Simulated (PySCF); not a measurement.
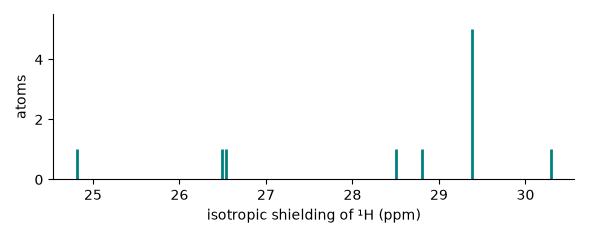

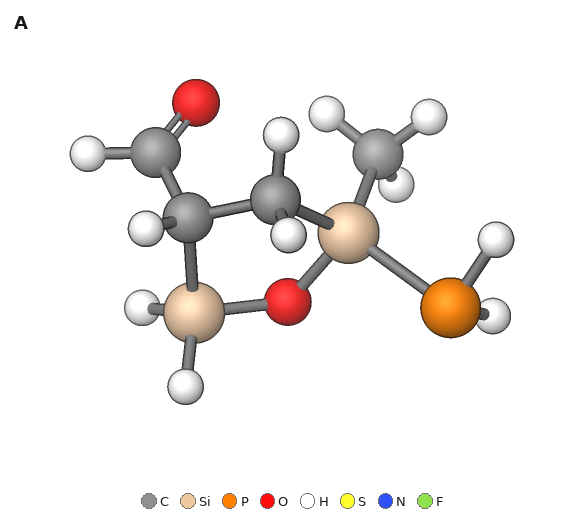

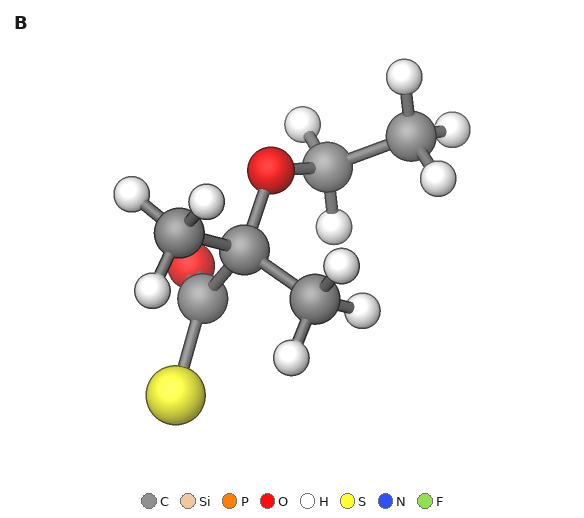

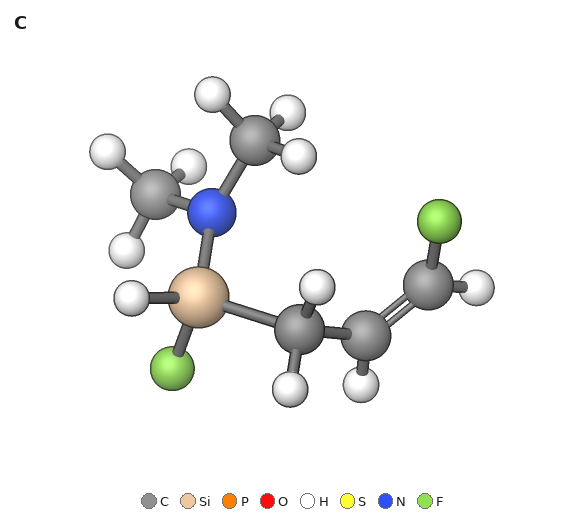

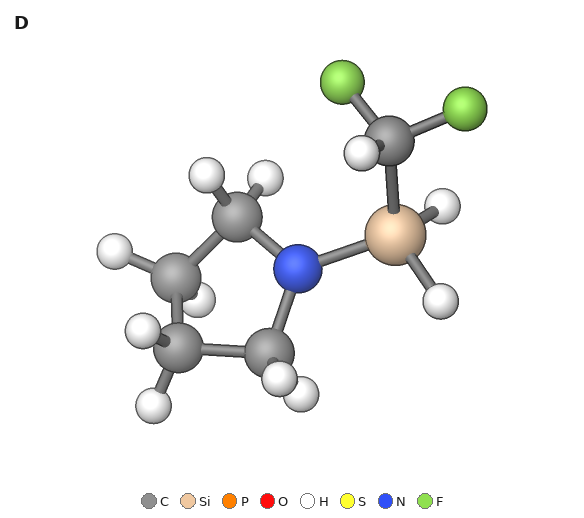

The sticks are computed shieldings of one of the molecules, for one fixed geometry (GFN2-xTB) without averaging over rotations. Low shielding means a high chemical shift. Method: GIAO PBE0/pcSseg-1 NMR shielding, non-relativistic, gas phase (PySCF 2.14.0).

Which molecule gives this pattern?

Answer. C, `CN(C)[Si@@H](F)C/C=C\F`. Its 11 H atoms give lines at 24.81, 26.49, 26.54, 28.50, 28.80, 29.38 (5 atoms), 30.29 ppm.

The geometry is semi-empirical. Around P, Si such bond lengths and angles can be off by a tenth of an ångström or more and by several degrees, and values that hang on the shape move with them.
